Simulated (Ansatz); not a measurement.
# CHSi (doublet): inputs that go wrong at scale of all distances = 1.747

3 inputs are run for CHSi (doublet) as typed; the log has to tell whether the result can be used and what must change.

Method: the settings change from run to run; program: Ansatz 0.2.0, Gaussian basis.

26 further runs of the same task are left out: 2 for a known fault of the program, 2 for a mislabelled method, 18 that didn't finish, 4 set aside as unsound or not needed.

### Step 1. The geometry

The geometry derives from a PBE0/def2-TZVP stationary point (not a proven minimum). All distances are scaled together.

3 atoms, charge 0, spin multiplicity 2.

Atoms are counted from 1 here; the program's logs count them from 0.

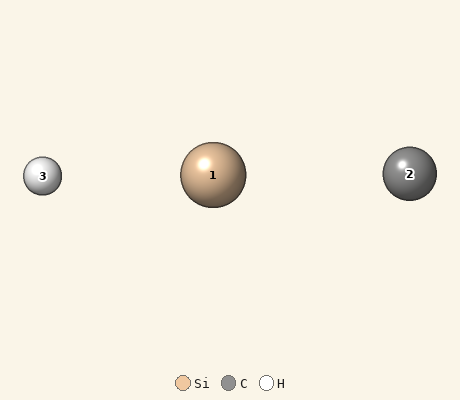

The geometry (silicon light orange, carbon grey, hydrogen white); atoms are numbered from 1 in the order of the file.

### Step 2. Try 1

The input, in.yaml:

```yaml
crystal:
  periodic: [false, false, false]
  atoms:
    - {symbol: Si, position_ang: [0.000000, 0.000000, 0.132037]}
    - {symbol: C, position_ang: [0.000000, 0.000000, -2.883757]}
    - {symbol: H, position_ang: [0.000000, 0.000000, 2.751721]}
basis:
  gaussian: {orbitals: 6-31G}
magnetization: {spin_polarized: false, initial_magnetization: 1}
correlation: {method: fic_mrcisd_q, electrons: outside_noble_gas, diis_vectors: 12}
scf: {omitted_lower_state_checks: [cluster_reference]}
output: {forces: true}
```

Started as:

```bash
$ ansatz run in.yaml --threads 1 --pin off --events-out ev --progress --plain --max-ram 2393MiB
```

What it wrote:

```text
Error: "diis_vectors" apply only to coupled cluster; leave them out
```

It took 0.03 s on 1 thread of Intel Xeon Platinum 8375C at 2.90GHz, shared host.

Diagnosis: The run was refused. It says: «"diis_vectors" apply only to coupled cluster».

### Step 3. Try 2

The input, in.yaml:

```yaml
crystal:
  periodic: [false, false, false]
  atoms:
    - {symbol: Si, position_ang: [0.000000, 0.000000, 0.132037]}
    - {symbol: C, position_ang: [0.000000, 0.000000, -2.883757]}
    - {symbol: H, position_ang: [0.000000, 0.000000, 2.751721]}
basis:
  gaussian: {orbitals: cc-pVDZ}
magnetization: {spin_polarized: false, initial_magnetization: 1}
correlation: {method: sc_nevpt2, electrons: valence, active_space: {window: {electrons: 3, orbitals: 3}, states: [{multiplicity: 2, weights: [1, 1]}], root: 2}}
scf: {lower_state_search: full}
```

Launched as before.

What it wrote:

```text
Error: the active space averages no state 2, counted from zero
```

Run time: 0.03 s. Hardware: 1 thread of Intel Xeon Platinum 8375C at 2.90GHz, shared host.

**Diagnosis.** The run was refused. The root asked for lies beyond the states averaged. Fix: average more states or name a lower root.

### Step 4. Try 3

The input, in.yaml:

```yaml
crystal:
  periodic: [false, false, false]
  atoms:
    - {symbol: Si, position_ang: [0.000000, 0.000000, 0.132037]}
    - {symbol: C, position_ang: [0.000000, 0.000000, -2.883757]}
    - {symbol: H, position_ang: [0.000000, 0.000000, 2.751721]}
basis:
  gaussian: {orbitals: 6-31G, fitting: {mean_field: def2-universal-jkfit}}
magnetization: {spin_polarized: true, initial_magnetization: 2}
hamiltonian: {xc: {name: PBE0}}
correlation: {method: ccsdt, electrons: all, diis_vectors: 4}
scf: {omitted_lower_state_checks: [cluster_reference]}
output: {forces: true}
```

Launched as before.

What it wrote:

```text
Error: a molecule whose nuclei and cores have a total charge of 21 cannot have a net charge of 0 together with 2 unpaired electrons
```

It took 0.03 s on 1 thread of Intel Xeon Platinum 8375C at 2.90GHz, shared host.

What is wrong: The run was refused. The number of unpaired electrons doesn't fit the electron count. Fix: make charge and initial_magnetization agree.

### Step 5. Summary

| try | level | ended | cause | time |
| --- | --- | --- | --- | --- |
| 1 | 'fic_mrcisd_q'/6-31G | refused | "diis_vectors" apply only to coupled cluster | 0.03 s |
| 2 | NEVPT2(3,3)/cc-pVDZ | refused | the root asked for lies beyond the states averaged | 0.03 s |
| 3 | CCSDT/6-31G | refused | the number of unpaired electrons doesn't fit the electron count | 0.03 s |

3 refused.
